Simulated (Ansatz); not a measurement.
# CCSD/STO-3G run of BrCl (bromine chloride)

What is the energy change on altering one bond length of BrCl (bromine chloride) at CCSD/STO-3G? 

The results are computed with Ansatz 0.2.0.

44 further runs of the same task are left out: 6 that didn't finish, 38 set aside as unsound or not needed.

## (1) The molecule

BrCl: 2 atoms, total charge 0, spin state singlet. SMILES: `ClBr`. The bond length is the measured one.

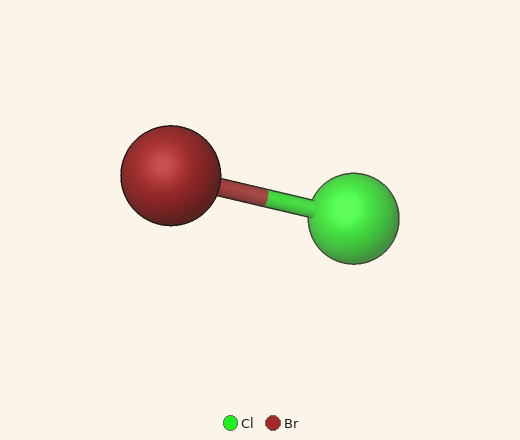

Viewed from a chosen angle; chlorine green, bromine red.

## (2) A single-point energy at CCSD/STO-3G

run.yaml

```yaml
crystal:
  periodic: [false, false, false]
  atoms:
    - {symbol: Cl, position_ang: [0.000000, 0.000000, 0.000000]}
    - {symbol: Br, position_ang: [0.000000, 0.000000, 2.136065]}
basis:
  gaussian: {orbitals: STO-3G}
accuracy: high
scf: {omitted_lower_state_checks: [cluster_reference, increment]}
correlation: {method: ccsd, frozen_orbitals: {Br: 9, Cl: 5}}
```

Run with:

```
ansatz run run.yaml --threads 1 --pin off --max-ram 2610MiB --events-out events.jsonl --progress --plain --runs-dir runs
```

What it wrote, shortened:

```text
Warning: RAYON_NUM_THREADS=1 ignored (pool sized by the plan → 1); use --threads N
Functional definition: HF
  name "HF"
[...]
370 factors; integrals over basis functions are off by at most 6.0e-9 eV
[...]
mean field -81613.10528899 eV, -2999.2263000206 hartree, gradient 1.0e-8 eV, S^2 0.000000; 0 other end points of the search recorded, 0 dependent functions left out
14 core orbitals not correlated: weight in the atoms' cores, before any rotation towards them, 1.000 or more for the frozen orbitals, at most 0.000 for the correlated occupied ones
reference -81613.10528899 eV, -2999.2263000206 hartree; 12, 12 occupied and 1, 1 virtual orbitals, 370 factors
second order -0.46644009 eV of doubles, -0.00000000 eV of singles
cycle   1  -0.60252568 eV  change   -1.4e-1 eV  update   3.9e-2
[...]
cycle  14  -0.68959487 eV  change  -9.7e-10 eV  update   1.8e-9
Total energy: -81613.79488385 eV, -2999.2516421645 hartree
Checks for a lower state left out: cluster_reference, increment
```

It took 0.42 s on 1 thread of Intel Xeon Platinum 8259CL at 2.50GHz (Skylake/Cascade Lake), shared host.

## (3) The distorted shape at the same level

run.yaml

```yaml
crystal:
  periodic: [false, false, false]
  atoms:
    - {symbol: Cl, position_ang: [0.000000, 0.000000, -0.534035]}
    - {symbol: Br, position_ang: [0.000000, 0.000000, 2.136065]}
basis:
  gaussian:
    orbitals: STO-3G
correlation:
  method: ccsd
  frozen_orbitals: {Br: 9, Cl: 5}
accuracy: high
scf:
  omitted_lower_state_checks: [cluster_reference, increment]
```

Run with:

```
ansatz run run.yaml --threads 1 --pin off --max-ram 2610MiB --events-out events.jsonl --progress --plain --runs-dir runs
```

What it wrote, shortened:

```text
Warning: RAYON_NUM_THREADS=1 ignored (pool sized by the plan → 1); use --threads N
[... 2 set-up lines as earlier in the session ...]
[...]
351 factors; integrals over basis functions are off by at most 1.3e-8 eV
[...]
mean field -81611.25102903 eV, -2999.1581572239 hartree, gradient 1.9e-8 eV, S^2 0.000000; 0 other end points of the search recorded, 0 dependent functions left out; unrestricted orbitals would lower it
14 core orbitals not correlated: weight in the atoms' cores, before any rotation towards them, 1.000 or more for the frozen orbitals, at most 0.000 for the correlated occupied ones
reference -81611.25102903 eV, -2999.1581572239 hartree; 12, 12 occupied and 1, 1 virtual orbitals, 351 factors
second order -0.97809806 eV of doubles, -0.00000000 eV of singles
cycle   1  -1.22904505 eV  change   -4.0e-1 eV  update   9.6e-2
[...]
cycle  18  -1.69520602 eV  change  -8.1e-11 eV  update  6.8e-10
WARN: these amplitudes may be one of several solutions (largest doubles amplitude 0.38, level shift 1.96 eV)
Total energy: -81612.94623505 eV, -2999.2204548962 hartree
Checks for a lower state left out: cluster_reference, increment
```

Run time: 0.38 s. Hardware: 1 thread of Intel Xeon Platinum 8259CL at 2.50GHz (Skylake/Cascade Lake), shared host.

## (4) What came out

Level: CCSD/STO-3G, 14 core orbitals frozen.

| quantity | value |
| --- | --- |
| first shape: total energy | -2999.25164 Eh |
| first shape: correlation energy (14 core orbitals frozen) | -25.3 mEh |
| first shape: T1 diagnostic | 0.003 |
| distorted shape: total energy | -2999.22045 Eh |
| distorted shape: correlation energy (14 core orbitals frozen) | -62.3 mEh |
| distorted shape: T1 diagnostic | 0.010 |
| energy change with the Cl1–Br2 bond stretched from 2.136 to 2.670 Å | 0.849 eV |

What this shows: With the Cl1–Br2 bond stretched from 2.136 to 2.670 Å the energy rises by 0.85 eV (19.6 kcal/mol). The first shape isn't relaxed at this level, so the change isn't measured from a minimum. The minimal basis adds a large error of its own. The restricted solution (distorted shape) is unstable to spin breaking: an unrestricted one lies lower.
